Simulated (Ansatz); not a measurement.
These are PBE (plane waves to 420 eV, PAW; Ansatz, an electronic-structure program) values and carry that method's errors.

Host crystal: anatase TiO2, with a band gap (PBE, scalar-relativistic without spin-orbit coupling).

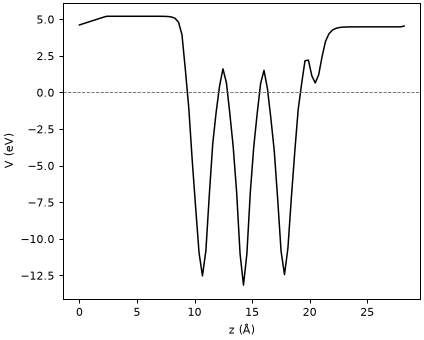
*Planar average of the electrostatic potential across the slab, in eV from the highest filled level, for Si on the 1x1 (101) surface of anatase TiO2 (cut with top plane O), one in a 2x1 cell, started at the site 'top O'*

Slab: 37 atoms, 9.4 Å thick at the start under the adsorbate (thin: gaps and levels are the slab's own); k 3x4x1, smearing 0.01 eV, dipole-corrected; 14 atoms held, the rest relaxed; no symmetry held; spin-polarised, no spin-orbit, no U, no dispersion correction. The starting moment vanished. At the end it is bonded to O + Ti. In PBE it is, or lies within 0.03 eV of, the lowest of the starts that converged.

The vacuum level lies 4.48 eV above the highest filled level over the top face and 5.20 eV above it under the bottom face.
